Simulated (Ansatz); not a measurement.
# A hypothetical structure for BaCrS3

This structure for BaCrS3 is made up. Its elements were placed in a known structure type with a cell scaled to their sizes. What cell does the guess relax to, and how far off was it?

Method: DFT, PBE, plane-wave PAW, files of the set soft_1, scalar-relativistic, ferromagnetic start, cell and ions relaxed at zero pressure; PAW set soft_1, in the first sound run; inputs show where later runs differ, in Ansatz 0.2.0.

## (1) The starting structure

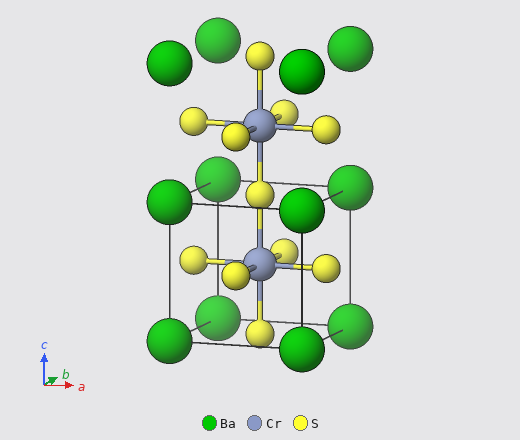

The cell as given, slightly off an axis (barium green, chromium light blue, sulfur yellow). 1×1×2 cells are drawn. Some periodic images of atoms are drawn too.

## (2) Relaxing cell and atoms

The guess takes its coordinates from another compound and its volume from a rule, so the cell and any free coordinates are relaxed together.

input.yaml

```yaml
crystal:
  lattice:
    - [4.78, 0.0, 0.0]
    - [0.0, 4.78, 0.0]
    - [0.0, 0.0, 4.78]
  atoms:
    - { symbol: Ba, position: [0.0, 0.0, 0.0] }
    - { symbol: Cr, position: [0.5, 0.5, 0.5], spin: 3.0 }
    - { symbol: S, position: [0.5, 0.5, 0.0] }
    - { symbol: S, position: [0.5, 0.0, 0.5] }
    - { symbol: S, position: [0.0, 0.5, 0.5] }
magnetization:
  spin_polarized: true
kpoints:
  mp_grid: { grid: [6, 6, 6] }
scf:
  occupations: { method: fermi_dirac, width: 0.05 }
hamiltonian:
  xc: pbe
  pseudopotentials: { kind: paw, azcp: { folder: soft_1 } }
relax:
  f_tol: 0.015
  max_steps: 70
  cell: {}
output:
  forces: true
  stress: true
```

Run with:

```bash
$ ansatz run input.yaml --threads 4 --pin off --max-ram 8192MiB --backend cpu --events-out ev --progress --plain --runs-dir out
```

Numbers of over 12 decimals in the logs are rounded to 6 here.

Output:

```text
Engine: ansatz 0.2.0, aarch64-unknown-linux-gnu
Pseudopotentials: kind: paw
Pseudopotential: Ba, paw, valence charge 10, recommended cutoff 420 eV (normal), soft_1/Ba.paw.azcp
Pseudopotential: Cr, paw, valence charge 14, recommended cutoff 420 eV (normal), soft_1/Cr.paw.azcp
Pseudopotential: S, paw, valence charge 6, recommended cutoff 420 eV (normal), soft_1/S.paw.azcp
Functional definition: PBE
  parameter kappa = 0.804
  parameter beta = 0.066725
  exchange = pbe_x(kappa = kappa, mu = beta*pi^2/3)
  correlation = pbe_c(beta = beta)
Crystal: 5 atoms, lattice volume = 109.215 Å³
Basis set: ecut = 420 eV, 2103 PW (Γ), exchange–correlation on 64×64×64 points (8 copies of the dense FFT grid, shifted against one another)
Bands: 28, of which v1, the nominal top of the filled ones, is band 21 counted from 1 (20 counted from 0)
Symmetry: 48 space group operations
Space group: Pm-3m (ITA 221), of the structure as read, at distance tolerance 4.8e-5 Å
Magnetic group: BNS 221.92 (UNI 1594), of the structure as read, at distance tolerance 4.8e-5 Å
k-points: 20 of 216
Non-local potential: Ba, projectors of the file, l = 0: 3, l = 1: 2, l = 2: 2, l = 3: 2
Non-local potential: Cr, projectors of the file, l = 0: 3, l = 1: 2, l = 2: 3, l = 3: 1
Non-local potential: S, projectors of the file, l = 0: 2, l = 1: 2, l = 2: 1
PAW form: soft (Blöchl's): semilocal exchange-correlation on the pseudo side does not see the compensation charge
PAW one-centre angular grid: Ba, 194 points (default); XC on 64 Gauss nodes
PAW one-centre angular grid: Cr, 590 points (default); XC on 64 Gauss nodes
PAW one-centre angular grid: S, 110 points (default); XC on 64 Gauss nodes
Initial density: superposition of atomic densities (chi_scale 0.1, normalization cell, long waves kept (reshape's long-wave potential 0.00 eV rms))
Starting moments: Σ|m| = 3 μB on 1 of 5 sites
Initial wavefunctions: pseudopotential atomic-orbital guess
Functional: x = pbe(κ = 0.804, μ = 0.219515), c = pbe(β = 0.066725)
SCF iter   1: F=—  HF=-12039.347881 eV  |F-HF|=—  |Δ(HF+E_count)|=         —  Δρ=4.54e-2 (↑4.54e-2 ↓2.88e-2)  dr2=8.72e0  dr2_m=1.57e-1  M=2.132 μB ∫|m|=2.750 μB  β_m=0.30  ethr=3.10e-3  ⟨swp⟩=10.4  Hψ=6499  notcnv=0
Mixer restart at iter 1: flushing history
preconditioner: auto → Kerker (q_TF=auto, 2.327 Å⁻¹)  [metal: Δε(μ)=0.009 eV  Ē_g=9.214 eV  σ=0.050 eV  W_gap=0.05  n_scr=26 (ndim 8)  ℏωp=20.1 eV  f_vac=0.000  D(μ)=5.85/eV (n_scr^D=56)]
spin=Collinear: Kerker preconditioning applied to the charge; magnetization (m = ρ↑ − ρ↓) channel mixes plain (no charge-response kernel on spin).
SCF iter   2: F=—  HF=-12039.422645 eV  |F-HF|=—  |Δ(HF+E_count)|=   7.48e-2  Δρ=1.82e-2 (↑1.82e-2 ↓1.51e-2)  dr2=2.33e0  dr2_m=6.08e-2  M=2.203 μB ∫|m|=2.798 μB  β_m=0.39  ethr=3.10e-3  ⟨swp⟩=3.0  Hψ=2647  notcnv=0  defer=62
SCF iter   3: F=—  HF=-12039.105047 eV  |F-HF|=—  |Δ(HF+E_count)|=   3.18e-1  Δρ=1.03e-2 (↑1.03e-2 ↓7.68e-3)  dr2=6.48e-1  dr2_m=2.85e-2  M=2.221 μB ∫|m|=2.867 μB  β_m=0.65  ethr=3.10e-3  ⟨swp⟩=3.0  Hψ=1818  notcnv=0  defer=67
SCF iter   4: F=—  HF=-12038.864188 eV  |F-HF|=—  |Δ(HF+E_count)|=   2.41e-1  Δρ=5.87e-3 (↑5.87e-3 ↓2.77e-3)  dr2=9.68e-2  dr2_m=3.76e-3  M=2.250 μB ∫|m|=2.969 μB  β_m=0.83  ethr=1.54e-3  ⟨swp⟩=3.5  Hψ=2165  notcnv=0  defer=68
SCF iter   5: F=—  HF=-12038.888517 eV  |F-HF|=—  |Δ(HF+E_count)|=         —  Δρ=2.14e-3 (↑2.14e-3 ↓8.79e-4)  dr2=7.62e-3  dr2_m=1.64e-3  M=2.266 μB ∫|m|=3.043 μB  β_m=0.83  ethr=2.31e-4  ⟨swp⟩=3.4  Hψ=2138  notcnv=0  defer=59
Mixer restart at iter 5: flushing history
SCF iter   6: F=—  HF=-12038.887737 eV  |F-HF|=—  |Δ(HF+E_count)|=   7.80e-4  Δρ=2.54e-3 (↑2.54e-3 ↓6.35e-4)  dr2=9.65e-3  dr2_m=1.19e-3  M=2.241 μB ∫|m|=3.006 μB  β_m=0.83  ethr=1.81e-5  ⟨swp⟩=2.5  Hψ=2224  notcnv=0  defer=59
SCF iter   7: F=—  HF=-12038.889392 eV  |F-HF|=—  |Δ(HF+E_count)|=   1.65e-3  Δρ=3.53e-4 (↑2.81e-4 ↓3.53e-4)  dr2=8.88e-4  dr2_m=1.15e-5  M=2.249 μB ∫|m|=3.029 μB  β_m=0.91  ethr=1.81e-5  ⟨swp⟩=2.0  Hψ=2080  notcnv=0  defer=59
SCF iter   8: F=—  HF=-12038.889721 eV  |F-HF|=—  |Δ(HF+E_count)|=   3.29e-4  Δρ=3.84e-4 (↑3.84e-4 ↓1.00e-4)  dr2=4.73e-4  dr2_m=2.63e-5  M=2.244 μB ∫|m|=3.023 μB  β_m=0.95  ethr=2.11e-6  ⟨swp⟩=2.4  Hψ=1779  notcnv=0  defer=59
SCF iter   9: F=—  HF=-12038.889624 eV  |F-HF|=—  |Δ(HF+E_count)|=   9.73e-5  Δρ=4.28e-4 (↑4.28e-4 ↓6.44e-5)  dr2=2.64e-4  dr2_m=3.79e-5  M=2.248 μB ∫|m|=3.033 μB  β_m=0.98  ethr=1.13e-6  ⟨swp⟩=2.5  Hψ=1845  notcnv=0  defer=59
SCF iter  10: F=—  HF=-12038.889653 eV  |F-HF|=—  |Δ(HF+E_count)|=   2.93e-5  Δρ=1.95e-4 (↑1.95e-4 ↓2.52e-5)  dr2=5.23e-5  dr2_m=9.56e-6  M=2.248 μB ∫|m|=3.031 μB  β_m=0.92  ethr=6.28e-7  ⟨swp⟩=1.8  Hψ=1286  notcnv=0  defer=59
SCF iter  11: F=—  HF=-12038.890249 eV  |F-HF|=—  |Δ(HF+E_count)|=   5.96e-4  Δρ=1.82e-5 (↑1.82e-5 ↓8.77e-6)  dr2=5.77e-7  dr2_m=6.80e-8  M=2.247 μB ∫|m|=3.029 μB  β_m=0.96  ethr=1.24e-7  ⟨swp⟩=2.2  Hψ=1601  notcnv=0  defer=58
SCF iter  12: F=—  HF=-12038.890249 eV  |F-HF|=—  |Δ(HF+E_count)|=   2.19e-8  Δρ=1.48e-6 (↑1.48e-6 ↓1.09e-6)  dr2=1.49e-8  dr2_m=1.28e-10  M=2.247 μB ∫|m|=3.029 μB  β_m=0.95  ethr=1.37e-9  ⟨swp⟩=2.4  Hψ=1816  notcnv=0  defer=58
SCF iter  13: F=-12038.890249 eV  HF=-12038.890249 eV  |F-HF|=6.62e-8  |Δ(HF+E_count)|=   7.35e-9  Δρ=5.08e-6 (↑5.08e-6 ↓1.42e-6)  dr2=7.01e-8  dr2_m=3.62e-9  M=2.247 μB ∫|m|=3.029 μB  ethr=3.55e-11  ⟨swp⟩=1.8  Hψ=3417  notcnv=0
SCF 1 converged in 13 iterations: F = -12038.890249 eV  dr2 = 7.01e-8
  greatest PAW one-centre occupation: 1.000 electrons in one spin orbital (limit 2), on the Cr atom at site 1 (counted from 0), in its partial waves of l = 0
relax step   1: F+E_penalty+E_count = -12038.89024923 eV  Δ(F+E_penalty+E_count) = +0.000e0 eV  max|allowed force component| = 7.841e-29 eV/Å  Δτ_max = 0.0000 Å  P = -1.097 GPa  Ω = 109.215 Å³  (13 SCF iters, dr2 threshold 1.00e-7 eV, accepted)
Crystal: 5 atoms, lattice volume = 107.710 Å³
Initial density: handed on by an earlier stage of this run
Starting moments: Σ|m| = 3 μB on 1 of 5 sites; this step starts from the density that it was given
Initial wavefunctions: those handed on with the density
iter 1 solved again at ethr=7.28e-6 eV; its pass at ethr=3.10e-3 eV (dr2=3.06e-3 eV) is discarded
SCF iter   1: F=—  HF=-12038.896972 eV  |F-HF|=—  |Δ(HF+E_count)|=         —  Δρ=2.26e-3 (↑2.26e-3 ↓9.10e-4)  dr2=3.10e-3  dr2_m=2.44e-3  M=2.235 μB ∫|m|=2.961 μB  β_m=0.65  ethr=7.28e-6  ⟨swp⟩=1.8  Hψ=6253  notcnv=0
preconditioner: auto → Kerker (q_TF=auto, 2.012 Å⁻¹)  [metal: Δε(μ)=0.013 eV  Ē_g=9.075 eV  σ=0.050 eV  W_gap=0.07  n_scr=18 (ndim 8)  ℏωp=20.2 eV  f_vac=0.000  D(μ)=5.51/eV (n_scr^D=56)]
spin=Collinear: Kerker preconditioning applied to the charge; magnetization (m = ρ↑ − ρ↓) channel mixes plain (no charge-response kernel on spin).
SCF iter   2: F=—  HF=-12038.896272 eV  |F-HF|=—  |Δ(HF+E_count)|=   7.00e-4  Δρ=3.62e-4 (↑3.13e-4 ↓3.62e-4)  dr2=2.95e-4  dr2_m=2.43e-5  M=2.239 μB ∫|m|=2.971 μB  β_m=0.47  ethr=7.28e-6  ⟨swp⟩=2.0  Hψ=2124  notcnv=0
SCF iter   3: F=—  HF=-12038.896444 eV  |F-HF|=—  |Δ(HF+E_count)|=   1.71e-4  Δρ=2.04e-4 (↑1.69e-4 ↓2.04e-4)  dr2=9.42e-5  dr2_m=2.30e-5  M=2.239 μB ∫|m|=2.969 μB  β_m=0.63  ethr=7.02e-7  ⟨swp⟩=2.0  Hψ=1985  notcnv=0
SCF iter   4: F=—  HF=-12038.896616 eV  |F-HF|=—  |Δ(HF+E_count)|=   1.72e-4  Δρ=1.43e-4 (↑1.43e-4 ↓6.48e-5)  dr2=5.00e-5  dr2_m=2.19e-6  M=2.241 μB ∫|m|=2.971 μB  β_m=0.82  ethr=2.24e-7  ⟨swp⟩=2.5  Hψ=1833  notcnv=0
SCF iter   5: F=—  HF=-12038.896740 eV  |F-HF|=—  |Δ(HF+E_count)|=   1.25e-4  Δρ=5.70e-5 (↑5.70e-5 ↓3.35e-5)  dr2=1.69e-5  dr2_m=1.90e-7  M=2.242 μB ∫|m|=2.971 μB  β_m=0.91  ethr=1.19e-7  ⟨swp⟩=2.0  Hψ=1958  notcnv=0
SCF iter   6: F=—  HF=-12038.896759 eV  |F-HF|=—  |Δ(HF+E_count)|=   1.87e-5  Δρ=2.11e-5 (↑2.11e-5 ↓1.02e-5)  dr2=1.65e-6  dr2_m=3.87e-8  M=2.242 μB ∫|m|=2.971 μB  β_m=0.95  ethr=4.02e-8  ⟨swp⟩=2.6  Hψ=1999  notcnv=0
SCF iter   7: F=—  HF=-12038.896760 eV  |F-HF|=—  |Δ(HF+E_count)|=   1.42e-6  Δρ=2.38e-6 (↑2.38e-6 ↓1.53e-6)  dr2=2.41e-8  dr2_m=6.69e-10  M=2.242 μB ∫|m|=2.971 μB  β_m=0.98  ethr=3.92e-9  ⟨swp⟩=2.2  Hψ=1944  notcnv=0
SCF iter   8: F=-12038.896760 eV  HF=-12038.896760 eV  |F-HF|=5.10e-8  |Δ(HF+E_count)|=   1.29e-8  Δρ=4.70e-6 (↑4.70e-6 ↓1.32e-6)  dr2=5.55e-8  dr2_m=3.08e-9  M=2.242 μB ∫|m|=2.971 μB  ethr=5.73e-11  ⟨swp⟩=1.4  Hψ=3573  notcnv=0
SCF 2 converged in 8 iterations: F = -12038.896760 eV  dr2 = 5.55e-8
relax step   2: F+E_penalty+E_count = -12038.89676044 eV  Δ(F+E_penalty+E_count) = -6.511e-3 eV  max|allowed force component| = 1.062e-29 eV/Å  Δτ_max = 0.0000 Å  P = -0.227 GPa  Ω = 107.710 Å³  energy of the carried Pulay correction = +2.387e-4 eV  (8 SCF iters, dr2 threshold 5.00e-7 eV, accepted)
Crystal: 5 atoms, lattice volume = 107.324 Å³
iter 1 solved again at ethr=4.94e-7 eV; its pass at ethr=3.10e-3 eV (dr2=2.07e-4 eV) is discarded
SCF iter   1: F=—  HF=-12038.897096 eV  |F-HF|=—  |Δ(HF+E_count)|=         —  Δρ=5.90e-4 (↑5.90e-4 ↓2.36e-4)  dr2=2.11e-4  dr2_m=1.65e-4  M=2.239 μB ∫|m|=2.953 μB  β_m=0.65  ethr=4.94e-7  ⟨swp⟩=2.2  Hψ=5930  notcnv=0
preconditioner: auto → Kerker (q_TF=auto, 2.012 Å⁻¹)  [metal: Δε(μ)=0.013 eV  Ē_g=9.082 eV  σ=0.050 eV  W_gap=0.06  n_scr=18 (ndim 8)  ℏωp=20.3 eV  f_vac=0.000  D(μ)=5.50/eV (n_scr^D=56)]
spin=Collinear: Kerker preconditioning applied to the charge; magnetization (m = ρ↑ − ρ↓) channel mixes plain (no charge-response kernel on spin).
SCF iter   2: F=—  HF=-12038.897053 eV  |F-HF|=—  |Δ(HF+E_count)|=   4.32e-5  Δρ=9.21e-5 (↑8.15e-5 ↓9.21e-5)  dr2=1.98e-5  dr2_m=1.77e-6  M=2.240 μB ∫|m|=2.956 μB  β_m=0.48  ethr=4.94e-7  ⟨swp⟩=2.0  Hψ=1922  notcnv=0
SCF iter   3: F=—  HF=-12038.897064 eV  |F-HF|=—  |Δ(HF+E_count)|=   1.13e-5  Δρ=5.31e-5 (↑4.05e-5 ↓5.31e-5)  dr2=6.10e-6  dr2_m=1.31e-6  M=2.240 μB ∫|m|=2.955 μB  β_m=0.64  ethr=4.71e-8  ⟨swp⟩=2.0  Hψ=1880  notcnv=0
SCF iter   4: F=—  HF=-12038.897079 eV  |F-HF|=—  |Δ(HF+E_count)|=   1.43e-5  Δρ=3.85e-5 (↑3.85e-5 ↓1.34e-5)  dr2=3.57e-6  dr2_m=2.17e-7  M=2.241 μB ∫|m|=2.956 μB  β_m=0.82  ethr=1.45e-8  ⟨swp⟩=2.0  Hψ=1897  notcnv=0
SCF iter   5: F=—  HF=-12038.897087 eV  |F-HF|=—  |Δ(HF+E_count)|=   8.68e-6  Δρ=9.49e-6 (↑8.80e-6 ↓9.49e-6)  dr2=7.33e-7  dr2_m=1.03e-8  M=2.241 μB ∫|m|=2.956 μB  β_m=0.91  ethr=8.50e-9  ⟨swp⟩=2.1  Hψ=1975  notcnv=0
SCF iter   6: F=—  HF=-12038.897088 eV  |F-HF|=—  |Δ(HF+E_count)|=   5.61e-7  Δρ=4.51e-6 (↑4.51e-6 ↓2.57e-6)  dr2=8.94e-8  dr2_m=1.35e-9  M=2.241 μB ∫|m|=2.956 μB  β_m=0.96  ethr=1.75e-9  ⟨swp⟩=2.4  Hψ=1887  notcnv=0
SCF iter   7: F=-12038.897088 eV  HF=-12038.897088 eV  |F-HF|=1.48e-8  |Δ(HF+E_count)|=   5.97e-8  Δρ=2.65e-6 (↑2.65e-6 ↓7.33e-7)  dr2=1.63e-8  dr2_m=9.85e-10  M=2.241 μB ∫|m|=2.956 μB  ethr=2.13e-10  ⟨swp⟩=2.8  Hψ=4190  notcnv=0
SCF 3 converged in 7 iterations: F = -12038.897088 eV  dr2 = 1.63e-8
relax step   3: F+E_penalty+E_count = -12038.89708795 eV  Δ(F+E_penalty+E_count) = -3.275e-4 eV  max|allowed force component| = 8.809e-30 eV/Å  Δτ_max = 0.0000 Å  P = +0.007 GPa  Ω = 107.324 Å³  energy of the carried Pulay correction = +3.004e-4 eV  (7 SCF iters, dr2 threshold 1.29e-7 eV, accepted)
Initial wavefunctions: pseudopotential atomic-orbital guess (no wavefunctions were taken with the density)
iter 1 solved again at ethr=4.15e-7 eV; its pass at ethr=3.10e-3 eV (dr2=1.74e-4 eV) is discarded
SCF iter   1: F=—  HF=-12038.896807 eV  |F-HF|=—  |Δ(HF+E_count)|=         —  Δρ=1.27e-5 (↑1.27e-5 ↓7.78e-6)  dr2=3.06e-7  dr2_m=2.74e-8  M=2.241 μB ∫|m|=2.956 μB  β_m=0.65  ethr=4.15e-7  ⟨swp⟩=4.0  Hψ=9260  notcnv=0
spin=Collinear: Kerker preconditioning applied to the charge; magnetization (m = ρ↑ − ρ↓) channel mixes plain (no charge-response kernel on spin).
SCF iter   2: F=—  HF=-12038.896804 eV  |F-HF|=—  |Δ(HF+E_count)|=   3.09e-6  Δρ=3.18e-6 (↑2.66e-6 ↓3.18e-6)  dr2=9.04e-9  dr2_m=1.53e-9  M=2.241 μB ∫|m|=2.956 μB  β_m=0.52  ethr=7.28e-10  ⟨swp⟩=2.9  Hψ=2109  notcnv=0
SCF iter   3: F=—  HF=-12038.896804 eV  |F-HF|=—  |Δ(HF+E_count)|=   3.58e-8  Δρ=1.52e-6 (↑1.52e-6 ↓1.30e-6)  dr2=1.74e-9  dr2_m=6.57e-10  M=2.241 μB ∫|m|=2.956 μB  β_m=0.64  ethr=2.15e-11  ⟨swp⟩=2.0  Hψ=1959  notcnv=0
SCF iter   4: F=—  HF=-12038.896804 eV  |F-HF|=—  |Δ(HF+E_count)|=   3.89e-8  Δρ=2.35e-6 (↑2.35e-6 ↓5.31e-7)  dr2=9.83e-9  dr2_m=1.18e-9  M=2.241 μB ∫|m|=2.956 μB  β_m=0.64  ethr=4.14e-12  ⟨swp⟩=2.1  Hψ=1968  notcnv=0
SCF iter   5: F=—  HF=-12038.896804 eV  |F-HF|=—  |Δ(HF+E_count)|=   3.30e-8  Δρ=7.14e-7 (↑7.14e-7 ↓5.00e-7)  dr2=3.62e-9  dr2_m=2.92e-11  M=2.241 μB ∫|m|=2.956 μB  β_m=0.82  ethr=4.14e-12  ⟨swp⟩=3.0  Hψ=2232  notcnv=0
SCF iter   6: F=—  HF=-12038.896804 eV  |F-HF|=—  |Δ(HF+E_count)|=   3.71e-9  Δρ=9.98e-7 (↑9.98e-7 ↓1.52e-7)  dr2=2.33e-9  dr2_m=2.05e-10  M=2.241 μB ∫|m|=2.956 μB  β_m=0.83  ethr=4.14e-12  ⟨swp⟩=2.1  Hψ=1522  notcnv=0
SCF iter   7: F=—  HF=-12038.896804 eV  |F-HF|=—  |Δ(HF+E_count)|=   3.42e-9  Δρ=1.88e-7 (↑1.88e-7 ↓5.64e-8)  dr2=4.76e-11  dr2_m=1.13e-11  M=2.241 μB ∫|m|=2.956 μB  β_m=0.92  ethr=4.14e-12  ⟨swp⟩=2.5  Hψ=2039  notcnv=0
SCF iter   8: F=—  HF=-12038.896804 eV  |F-HF|=—  |Δ(HF+E_count)|=  1.82e-11  Δρ=3.88e-8 (↑3.88e-8 ↓1.08e-8)  dr2=2.87e-12  dr2_m=3.90e-13  M=2.241 μB ∫|m|=2.956 μB  β_m=0.96  ethr=1.00e-12  ⟨swp⟩=1.5  Hψ=1172  notcnv=0
SCF iter   9: F=-12038.896804 eV  HF=-12038.896804 eV  |F-HF|=2.73e-11  |Δ(HF+E_count)|=  5.46e-12  Δρ=1.03e-7 (↑1.03e-7 ↓3.15e-8)  dr2=2.78e-11  dr2_m=1.40e-12  M=2.241 μB ∫|m|=2.956 μB  ethr=1.00e-12  ⟨swp⟩=3.0  Hψ=3297  notcnv=0
SCF 4 converged in 9 iterations: F = -12038.896804 eV  dr2 = 2.78e-11
relax step   4: F+E_penalty+E_count = -12038.89680397 eV  Δ(F+E_penalty+E_count) = +2.840e-4 eV  max|allowed force component| = 1.701e-29 eV/Å  Δτ_max = 0.0000 Å  P = +0.009 GPa  Ω = 107.324 Å³  stress off target by 8.51e-3 GPa  SCF on the basis re-selected at this cell (its energy is not comparable with the rows above)  (9 SCF iters)
basis re-selected at this cell: Δ(F+E_penalty+E_count) = +2.840e-4 eV, ΔP = +0.001 GPa vs the last step (what re-selecting the basis moved, of the pressure what is left beyond the Pulay correction that the steps carried, after the strain that the cell walked since its last selection, with what the two solves' SCF thresholds leave and, on support functions, any second-order correction that the steps lacked; it is no m [...]
SCF converged after 9 iterations
Magnetization: 2.2407 μB (22.1204 up, 19.8796 down)
Absolute magnetization: 2.9559 μB (∫|ρ↑−ρ↓|, with the PAW one-centre terms)
Spin contamination: 0.3431 ħ² per cell (⟨S²⟩ above its minimum at these occupations)
Per-site moments (μB) at R_I (Å): [(0.011823, 1.386142), (2.310245, 0.980150), (-0.096821, 0.980150), (-0.096821, 0.980150), (-0.096821, 0.980150)]
Free energy (F): -12038.896804 eV
Harris-Foulkes:  -12038.896804 eV  (|F-HF|=2.73e-11)
Internal energy: -12038.851175 eV  (E = F + TS)
E sigma→0 (E₀):  -12038.873990 eV
Entropy (-TS):   -0.045629 eV (-9.126 meV/atom)
Fermi energy:    8.457890 eV
--- Per-component energies (eV) ---
  E_band       = -287.068730
  E_kinetic    = 776.676199
  E_local      = -2715.048844  (includes V_loc(G=0)·N_el)
  E_nonlocal   = 241.794577
  E_hartree    = 1137.851238
  E_xc         = -580.205582
  E_vxc        = -522.894820  (∫ρ·V_xc dr)
  E_paw        = -8241.495954  (= ΣΔE_a)
  E_vpaw       = -343.298847  (= ΣTr[D̂ρ^β])
  E_aug_tail   = 0.000830  (compensation charges beyond the density's cutoff)
  E_ewald      = -2658.423639
  E_smearing   = -0.045629  (= −TS)
  E_closure    = 0.000000  (closes the sum)
  Σ components = -12038.896804   (vs F -12038.896804, Δ=0.00e0)
--- Forces (eV/Å), atoms counted from 1 ---
  atom   1  Ba    -0.00000000    -0.00000000     0.00000000
  atom   2  Cr    -0.00000000    -0.00000000     0.00000000
  atom   3  S     -0.00000000     0.00000000     0.00000000
  atom   4  S      0.00000000     0.00000000     0.00000000
  atom   5  S      0.00000000     0.00000000    -0.00000000
  max |Σ_I F_I| component: 2.18e-29 eV/Å
--- Stress (GPa, compression-positive) ---
        0.008507       0.000000       0.000000
        0.000000       0.008507       0.000000
        0.000000       0.000000       0.008507
  P = ⅓ Tr σ = 0.0085 GPa (0.085 kbar)
--- Relaxed structure (3 steps of the walk, 3 accepted, 1 SCFs on fresh bases) ---
  F+E_penalty+E_count = -12038.89680397 eV   max|allowed force component| = 1.701e-29 eV/Å   (the final SCF, on the basis selected at the relaxed cell)
  cell:  # Å, volume = 107.3238 Å³
    - [4.752243, 0, 0]
    - [0, 4.752243, 0]
    - [0, 0, 4.752243]
  atoms:
    - { symbol: Ba, position: [0, 0, 0] }
    - { symbol: Cr, position: [0.5, 0.5, 0.5] }
    - { symbol: S, position: [0.5, 0.5, 0] }
    - { symbol: S, position: [0.5, 0, 0.5] }
    - { symbol: S, position: [0, 0.5, 0.5] }
```

Run time: 9.2 s. Hardware: 4 threads of Arm Neoverse V1, shared host; peak memory 0.45 GiB; 32 s of CPU time.

The steps of the relaxation:

```
step  energy less that of the first step (eV)  largest force component (eV/Å)  pressure (GPa)  volume (Å³)
   1                                   0.0000                          0.0000           -1.10       109.22
   2                                  -0.0065                          0.0000           -0.23       107.71
   3                                  -0.0068                          0.0000            0.01       107.32
  4*                                  -0.0066                          0.0000            0.01       107.32
```

Relaxation steps marked * repeat the geometry before them on a plane-wave basis chosen anew for their cell, so energy and pressure can jump there.

Forces are held to the 48 operations that the run works with; a distortion that breaks them can't arise in this run.

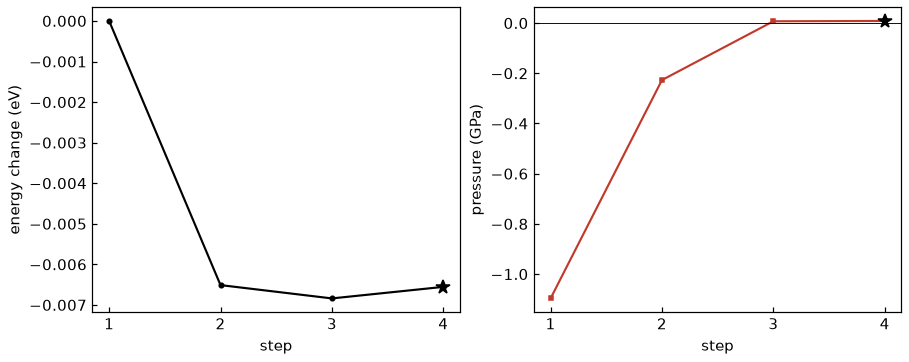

Energy and pressure along the relaxation. Stars mark steps on a basis chosen anew.

```csv
"conventional cell, symmetrised",before,after,change
a (Å),4.780,4.752,-0.6 %
b (Å),4.780,4.752,-0.6 %
c (Å),4.780,4.752,-0.6 %
volume (Å³/atom),21.84,21.46,-1.7 %
```

Numbers from this step:

| Property | Result |
| --- | --- |
| free energy | -12038.8968 eV |
| energy at zero smearing | -12038.8740 eV |
| smearing term TS | 0.04563 eV |
| Fermi energy | 8.458 eV |
| magnetization | 2.241 μB |
| absolute magnetization | 2.956 μB |
| site moments | 0.01182, 2.310, -0.09682, -0.09682, -0.09682 μB |
| electrons | 42 |
| symmetry operations | 48 |
| pressure | 0.008507 GPa |

[end of part 1 of 2]

[Logs are printed without paths, hosts, clocks, repeated set-up lines and the standing remarks that a program may print on its own settings, such as how far it seeks lower states.]

[Hosts, paths, dates, database ids (printed as entryN), source tags and the programs' standing remarks are cut or masked in the printed files.]
